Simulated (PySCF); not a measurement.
Run report: Ge₂₆H₄₂, excited-state calculation

Ge₂₆H₄₂, computed with TDDFT PBE/def2-SVP, vertical, gas phase, core orbitals frozen in the response (PySCF 2.14.0).

The geometry comes from this level: GFN2-xTB.

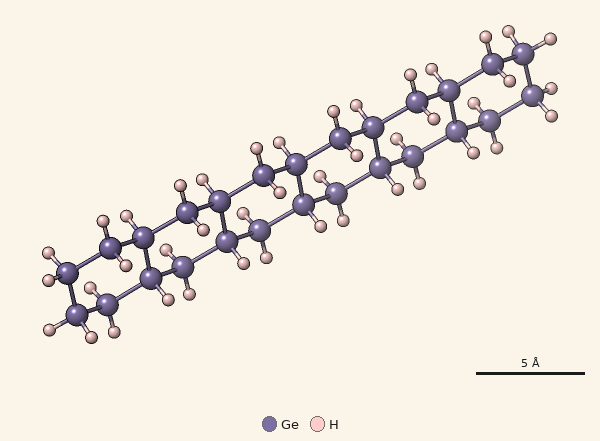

Fig. 1: The input geometry (ball-and-stick view, seen at a tilt). Sticks mark near contacts. Bond lengths as drawn: Ge–Ge 2.40 to 2.45 Å and Ge–H 1.51 to 1.54 Å.

## Key numbers

| quantity | value |
| --- | --- |
| outcome | converged |
| total energy | −54012.720627 hartree |
| HOMO | −5.99 eV |
| LUMO | −2.80 eV |
| dipole moment | 0.01 D |
| mean polarisability | 1142.44 a.u. |
| vertical ionisation energy | 7.09 eV |
| lowest singlet excitation | 3.22 eV |
| hardware | 4 CPU threads, shared host |
| wall time | 2.9 min (CPU time 7.1 min) |
| peak memory | 3 GiB |

Spin–orbit coupling is left out, which matters for the heavy atoms.

## Input file
```
{"job": {"kind": "uv", "basis": "def2-SVP", "grid": 1, "kgrid": 0, "vcut": null, "nstates": 6, "ntriplets": 2, "tda": false, "delta": ["ip_vertical"], "pop": true, "xc": "PBE"}, "charge": 0, "multiplicity": 1}
Ge     8.308442     1.202838    -0.243852
Ge     6.244349     2.310213     0.401517
Ge     4.167572     1.205509    -0.222533
Ge     4.168319    -1.203506     0.222087
Ge     6.244690    -2.308614    -0.402957
Ge     8.309027    -1.201823     0.243709
Ge    -8.309177     1.202629    -0.244042
Ge   -10.385597     2.322511     0.339363
Ge   -12.377074     1.152462    -0.332588
Ge   -12.377935    -1.151550     0.331448
Ge   -10.385578    -2.323114    -0.340389
Ge    -8.308125    -1.200656     0.244990
Ge     0.000176     1.204795    -0.224926
Ge    -2.084281     2.309885     0.384888
Ge    -4.168048     1.205158    -0.221969
Ge    -4.167078    -1.204090     0.223426
Ge    -2.083497    -2.308645    -0.382049
Ge     0.000607    -1.204090     0.227065
Ge     2.084160     2.309301     0.383371
Ge     2.085292    -2.308540    -0.383494
Ge    12.379907     1.153794    -0.330280
Ge    10.386274     2.324391     0.341741
Ge    10.386228    -2.322998    -0.341347
Ge    12.378915    -1.152770     0.331244
Ge    -6.245615     2.309860     0.402709
Ge    -6.244471    -2.309152    -0.400672
H      8.294405     1.253760    -1.783118
H      6.264110     2.526090     1.908641
H      6.254825     3.756852    -0.080843
H      4.185618     1.277983    -1.763074
H      4.186573    -1.277247     1.762170
H      6.264298    -2.523916    -1.910469
H      6.254744    -3.755912     0.079093
H      8.292395    -1.252944     1.783015
H     -8.290684     1.252304    -1.783731
H    -10.425287     2.540955     1.840657
H    -10.396666     3.751919    -0.173097
H    -12.499078     1.227920    -1.840173
H    -13.634928     1.865867     0.123882
H    -12.498261    -1.229235     1.839278
H    -13.634585    -1.867586    -0.125414
H    -10.425028    -2.539567    -1.843265
H    -10.396114    -3.753647     0.173148
H     -8.292835    -1.251405     1.785342
H     -0.000474     1.270312    -1.767187
H     -2.088944     2.538148     1.892599
H     -2.090209     3.755057    -0.108969
H     -4.185358     1.277701    -1.763063
H     -4.185704    -1.275515     1.764699
H     -2.089148    -2.536724    -1.889291
H     -2.090402    -3.753881     0.110575
H      0.001823    -1.270564     1.769315
H      2.087987     2.537054     1.890476
H      2.089749     3.754646    -0.107483
H      2.087148    -2.536583    -1.891239
H      2.090474    -3.754143     0.108697
H     12.501174     1.232877    -1.838077
H     13.636563     1.869152     0.129287
H     10.425345     2.540484     1.844605
H     10.396396     3.755668    -0.169473
H     10.426095    -2.538124    -1.843925
H     10.396409    -3.753463     0.170490
H     12.501386    -1.230041     1.839265
H     13.636368    -1.866841    -0.127905
H     -6.264862     2.525762     1.910244
H     -6.253512     3.757079    -0.080598
H     -6.264183    -2.525459    -1.907953
H     -6.253929    -3.756298     0.082401
```

The first line tells a small driver script what to run in PySCF; the rest is the geometry in Å.

Command:
```bash
OMP_NUM_THREADS=4 python <driver script> task.json out
```

## Output
```
start: PBE on a coarse grid of 280429 points
cycle   1  E = -54012.2374488370  dE = -1.342e+01  |g| = 2.321e+00  |ddm| = 8.873e+00
cycle   2  E = -54011.9225762468  dE =  3.149e-01  |g| = 2.838e+00  |ddm| = 2.865e+00
cycle   3  E = -54012.6996836332  dE = -7.771e-01  |g| = 2.257e-01  |ddm| = 2.121e+00
cycle   4  E = -54012.7189395960  dE = -1.926e-02  |g| = 6.861e-02  |ddm| = 4.879e-01
cycle   5  E = -54012.7205238551  dE = -1.584e-03  |g| = 2.159e-02  |ddm| = 1.201e-01
cycle   6  E = -54012.7206089909  dE = -8.514e-05  |g| = 5.910e-03  |ddm| = 3.041e-02
final grid: 280429 points
cycle   7  E = -54012.7205887187  dE =  2.027e-05  |g| = 9.814e-03  |ddm| = 2.092e-02
cycle   8  E = -54012.7205010922  dE =  8.763e-05  |g| = 1.893e-02  |ddm| = 4.020e-02
cycle   9  E = -54012.7206160355  dE = -1.149e-04  |g| = 2.564e-03  |ddm| = 2.926e-02
cycle  10  E = -54012.7206171954  dE = -1.160e-06  |g| = 3.128e-04  |ddm| = 3.654e-03
cycle  11  E = -54012.7206265107  dE = -9.315e-06  |g| = 6.407e-05  |ddm| = 5.650e-04
converged SCF energy = -54012.7206265107
Vertical ionisation energy (delta-SCF) = 7.0928 eV   <S^2> = 0.751

Static polarisability (au): isotropic 1142.436, principal 534.090 856.631 2036.587

Singlet excitations
state   eV       nm        f      main configurations
  1   3.2232    384.7   0.00003   H->L 0.99
  2   3.3521    369.9   1.28192   H->L+1 0.91
  3   3.6425    340.4   0.00004   H-1->L 0.98
  4   3.6745    337.4   0.01580   H-3->L 0.60, H-1->L+1 0.38
  5   3.6790    337.0   0.00030   H-2->L+1 0.97
  6   3.7034    334.8   0.04619   H-1->L+1 0.57, H-3->L 0.33

Triplet excitations (Tamm-Dancoff, eV): 3.1288 3.1475
```

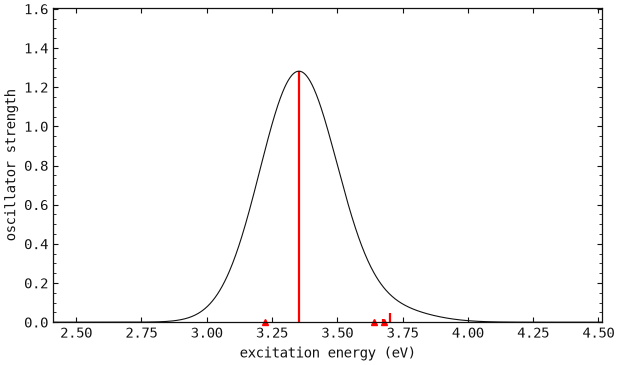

Fig. 2: Computed excitations as sticks (degenerate states added up, dark ones marked on the axis), with a Gaussian envelope of 0.35 eV full width at half maximum, scaled to the tallest. Of the 6 states the lowest lies at 3.22 eV (f = 0.000); the strongest line is at 3.35 eV, or 370 nm (f = 1.282).

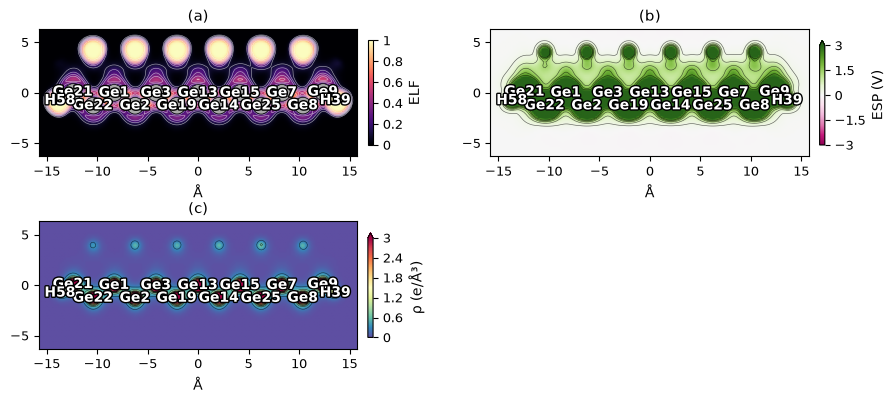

Fig. 3: (a) electron localisation function; (b) molecular electrostatic potential; (c) electron density on the plane of atoms Ge14, Ge15 and Ge25. Grey discs, where drawn, cover atomic cores. The section cuts through Ge and H sites. Ge–Ge (2.41 Å): ρ is about 0.56 e/Å³ halfway; the ELF peaks at about 0.80 between the atoms, as expected for localised, shared-pair bonding. Ge–H (1.52 Å): ρ at the midpoint is about 1.1 e/Å³, with its minimum of 0.91 e/Å³ about 0.9 Å from Ge; the ELF climbs to about 1 towards the hydrogen, as it does in any bond to H. Ge–Ge (2.43 Å): ρ at the midpoint is about 0.54 e/Å³; the ELF peaks at about 0.80 between the atoms, which marks a shared electron pair. The potential has no marked negative region in this plane.

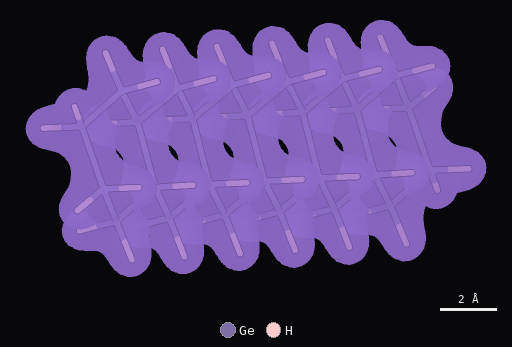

Fig. 4: Isosurface of the total electron density at 0.2 e/Å³ (purple), seen at an oblique angle. At this value the surface is in one piece. On the grid the lowest density along these lines, outside the cores, is 0.57 e/Å³ (Ge–Ge, 2.40 Å), 0.9 e/Å³ (Ge–H, 1.51 Å) and 0.53 e/Å³ (Ge–Ge, 2.45 Å).

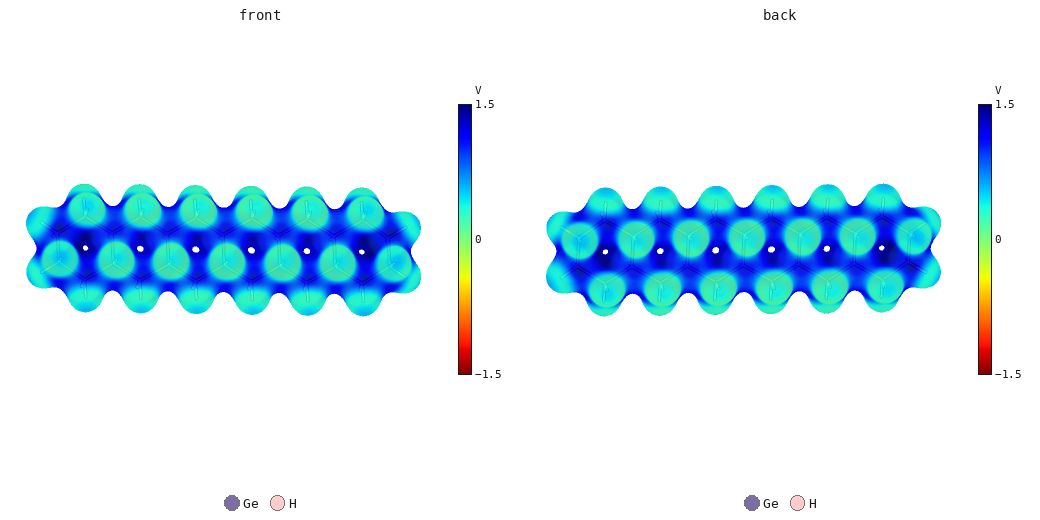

Fig. 5: The molecular electrostatic potential painted on the density surface at 0.004 e/bohr³, seen face on and from behind; the colour scale runs from red (negative) to blue (positive). Its dipole moment is zero.
